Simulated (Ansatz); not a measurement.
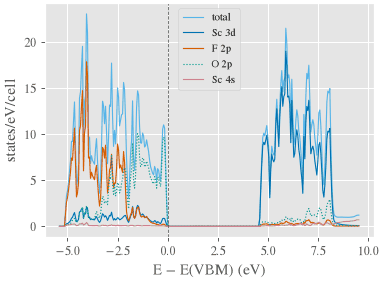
Fig. 1. Total and projected density of states of ScOF in space group P2_1/c (No. 14; Sc on 4e, O on 4e, F on 4e), the program Ansatz at the PBEsol level (PAW)

Which orbitals carry the states next to the gap?

Top 1 eV of the valence band: O 2p 85 %, Sc 3d 8 %. Bottom 1 eV of the conduction band: Sc 3d 91 %. Projections are on Löwdin-orthogonalised atomic valence shells; empty p or d shells of many metals are not among them.

Where is the tallest occupied peak in this window, and what makes it?

Near -4.0 eV, about 23 states/eV per cell; the largest projected share is F 2p.

The first step of the workflow began from a Materials Project structure, measured or hypothetical; the Crystallography Open Database copy checked does not list it. Whether it is the stable phase at ambient conditions was not checked. The PBEsol relaxation kept the symmetry of its start; of distortions, only those at the zone centre were tested. No spin polarisation was allowed.

Potentials: the later of the program's two PAW sets.
